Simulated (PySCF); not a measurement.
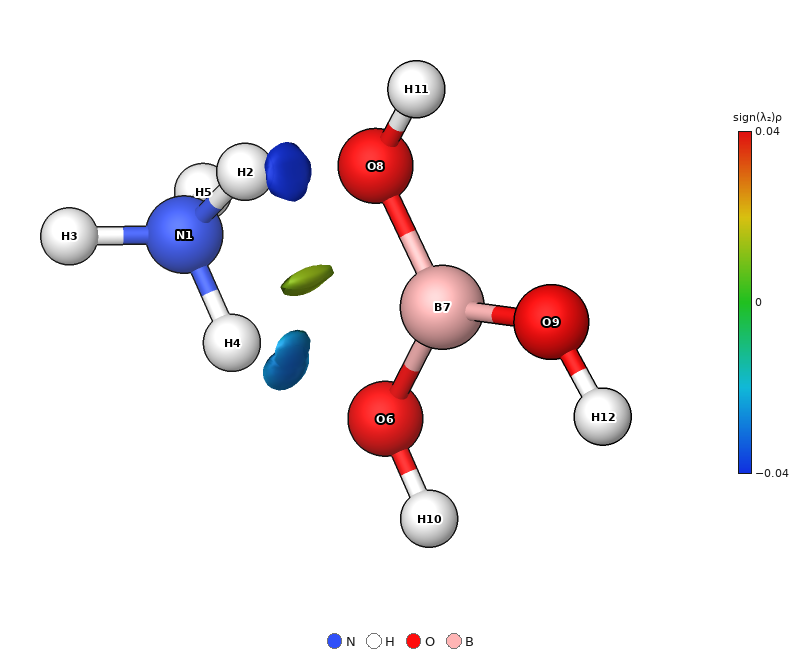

*BH₇NO₃, charge +1, SMILES `[NH4+].OB(O)O`. Non-covalent interaction surfaces between the fragments (reduced density gradient s = 0.4, coloured by sign(λ₂)ρ in a.u.; trimmed to the region between the fragments where ρ is under 0.06 a.u.). Fragment A: NH4(+1) (atoms 1–5); fragment B: BH3O3.*

Computed with PySCF, CAM-B3LYP/6-311+G**, geometry: GFN2-xTB.

Coordinates in Å:

```
N1      -2.3425    0.0029    0.0033
H2      -1.5800   -0.7349   -0.0010
H3      -2.9209   -0.0629   -0.8389
H4      -1.7810    0.8767    0.0022
H5      -2.9206   -0.0628    0.8401
O6       0.0814    1.1777   -0.0027
B7       0.7984    0.0047   -0.0010
O8       0.0156   -1.1272   -0.0030
O9       2.1225   -0.1391    0.0031
H10      0.5955    1.9857   -0.0039
H11      0.5291   -1.9377   -0.0015
H12      2.7266    0.6013    0.0062
```

Question: Interpret the surfaces between the fragments.

Answer: Bond critical points between the fragments: H2···O8, hydrogen bond, 1.64 Å, ρ = 0.051 a.u.; H4···O6, hydrogen bond, 1.89 Å, ρ = 0.030 a.u. The strongest appears blue (attractive, sign(λ₂)ρ well below zero). Several contacts close a ring, whose ring point adds a part with positive λ₂ between them. The pose is a local one from a semi-empirical search, not shown to be the most stable. With a charged fragment, long-range electrostatics, which these surfaces don't show, weighs heavily in the interaction energy.

Question: How strongly are they bound?

Answer: The counterpoise-corrected interaction energy of the frozen fragments is −31.7 kcal/mol without dispersion correction and −32.9 kcal/mol with D3(BJ). The pair geometry is semi-empirical, not a minimum at this level.
